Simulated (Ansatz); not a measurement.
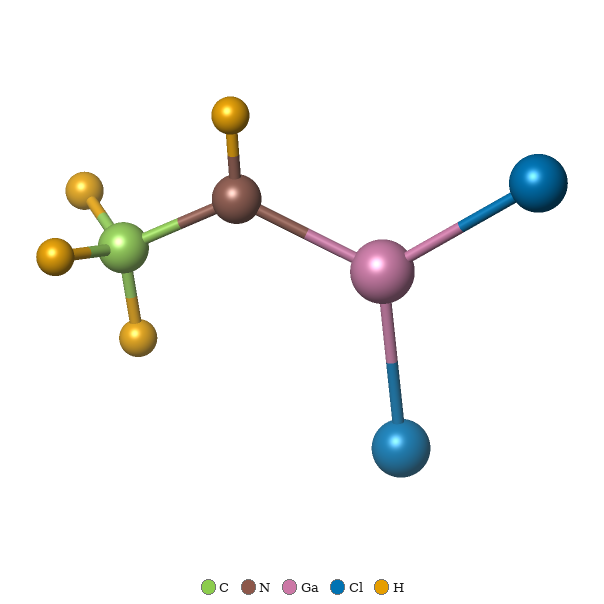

A ball-and-stick model of a molecule. Every bond is drawn as one stick, whatever its order.

Computed geometry: PBE0-D4/def2-TZVP optimisation.

> Give the formula.

CH₄Cl₂GaN, 9 atoms: 1 carbon, 4 hydrogen, 2 chlorine, 1 gallium and 1 nitrogen.

> Give a SMILES string for it.

C[NH][Ga]([Cl])[Cl]

> Give the symmetry (Schoenflies symbol).

Cs.

The parts below concern this one geometry. Atoms keep their numbers from picture to picture.

**Shape**

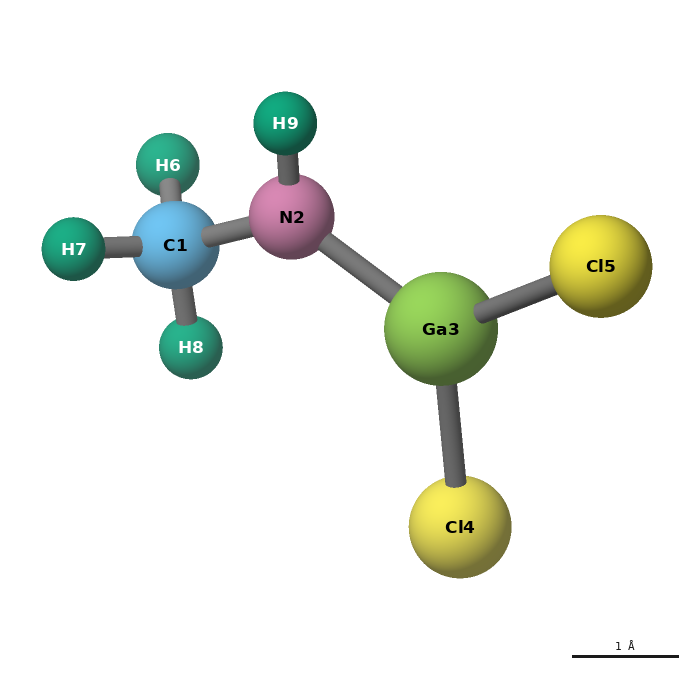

> How are the neighbours of atom 3 arranged?

Ga3 has 3 neighbours (N2 at 1.79, Cl4 at 2.13, Cl5 at 2.13 Å); the arrangement is trigonal planar.

> Describe the coordination of atom 2.

N2 has 3 neighbours (C1 at 1.45, Ga3 at 1.79, H9 at 1.01 Å); the arrangement is trigonal planar.

> How are the neighbours of atom 1 arranged?

C1 has 4 neighbours (N2 at 1.45, H6 at 1.10, H7 at 1.10, H8 at 1.09 Å); the arrangement is tetrahedral.

> What is the dihedral angle C1–N2–Ga3–Cl4?

0° in size, that is syn (eclipsed).

**Dipole moment**

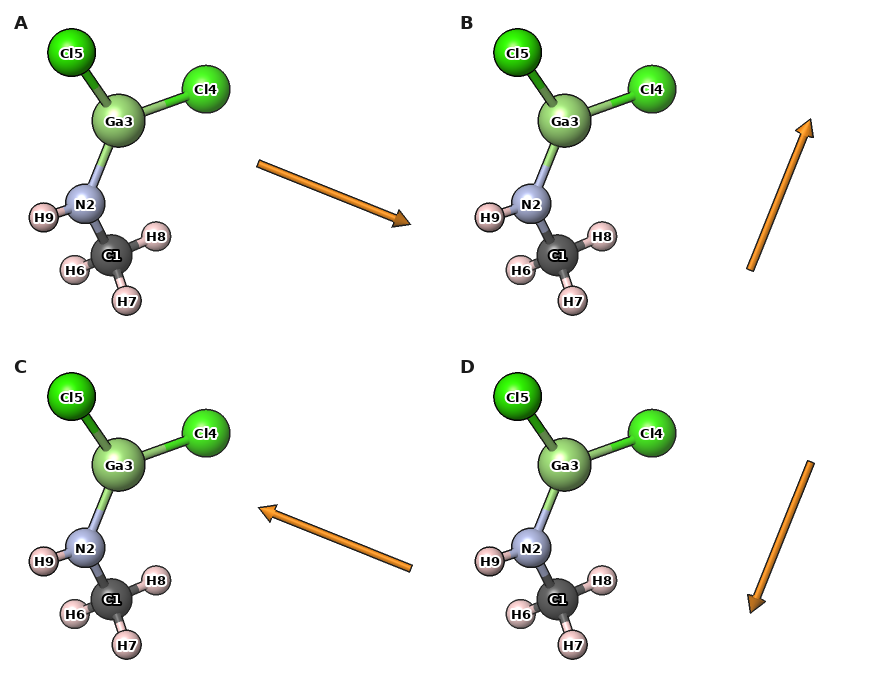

The same molecule four times, each with an arrow. Method: RKS PBE-D4/def2-TZVPP (Ansatz 0.2.0).

> Which arrow points along the dipole moment, from the negative to the positive end?

D. The dipole moment is 2.76 D; it points from the side of Cl4, Cl5 to the side of H6, H7 (the outermost atoms at the two ends).

**Electronic properties**

Method: RKS r2SCAN0-D4/def2-TZVPP (Ansatz 0.2.0).

> What is the dispersion correction?

−6.8 kJ/mol.

> What is the HOMO energy (Kohn–Sham orbital)?

−7.51 eV.

> Give the LUMO energy (Kohn–Sham orbital) at this level.

−0.78 eV.

**Charges**

The questions are on Mulliken charges. Properties computed with RKS PBE0-D4/def2-TZVP (Ansatz 0.2.0).

Give the Mulliken charges atom by atom.

| atom | value (e) |
| --- | --- |
| C1 | −0.27 |
| N2 | −0.40 |
| Ga3 | 0.58 |
| Cl4 | −0.27 |
| Cl5 | −0.26 |
| H6 | 0.13 |
| H7 | 0.13 |
| H8 | 0.14 |
| H9 | 0.23 |

Mulliken values depend strongly on the basis set and can even reverse the polarity of a bond.
